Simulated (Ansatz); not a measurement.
Computed energy against volume: SnO2 (rutile)

SnO$_{2}$ (rutile)

```
SnO2
1.0
    4.76854     0.00000     0.00000
    0.00000     4.76854     0.00000
    0.00000     0.00000     3.21140
Sn O
2 4
Cartesian
  0.00000   0.00000   0.00000
  2.38427   2.38427   1.60570
  1.46060   1.46060   0.00000
  3.84487   0.92367   1.60570
  0.92367   3.84487   1.60570
  3.30794   3.30794   0.00000
```

The volume is varied about the relaxed value V₀ at fixed cell shape. The atoms relax within the cell's symmetry.

All values below come from PBEsol (plane waves to 420 eV, PAW, scalar-relativistic; Ansatz, a first-principles code). k mesh 7×7×10 (Γ-centred), Fermi-Dirac smearing 0.05 eV. E stands for the smeared free energy. Stress and pressure are positive under compression. With the shape held, the modulus is that of even scaling; a crystal free to change shape is softer. SnO2 was relaxed with its symmetry unable to fall. The PAW data are Ansatz's earlier set. The zero of ΔE is the relaxed starting cell.

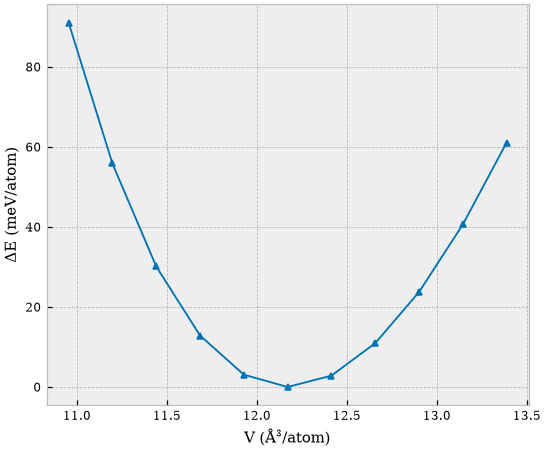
Figure: ΔE (meV/atom) against V (Å³/atom); one marker a computed point.

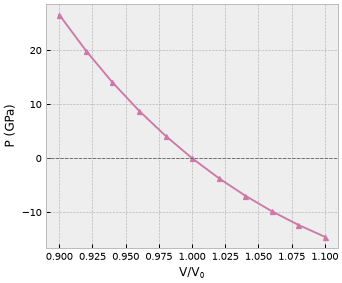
Fig. 1. P (GPa) against V/V₀; one marker a computed point.

The bulk modulus at fixed cell shape B₀ (third-order Birch-Murnaghan fit) is 194 GPa, the equilibrium volume of the fit comes out as 12.17 Å³/atom and the pressure derivative B₀′ (fit) is 5.0. The energy cost of the largest compression is 91.1 meV/atom and the pressure at the smallest volume comes out as 26.6 GPa.

Check by three points about V = 12.171 Å³/atom, step 0.243: d²E/dV² ≈ (3.1 − 2·0.0 + 2.8) meV / 0.243² = 0.0996 eV/Å⁶, and V·d²E/dV² × 160.2 = 194 GPa.

(Under strain, the slope of the energy per volume gives the stress and its curvature an elastic modulus.)
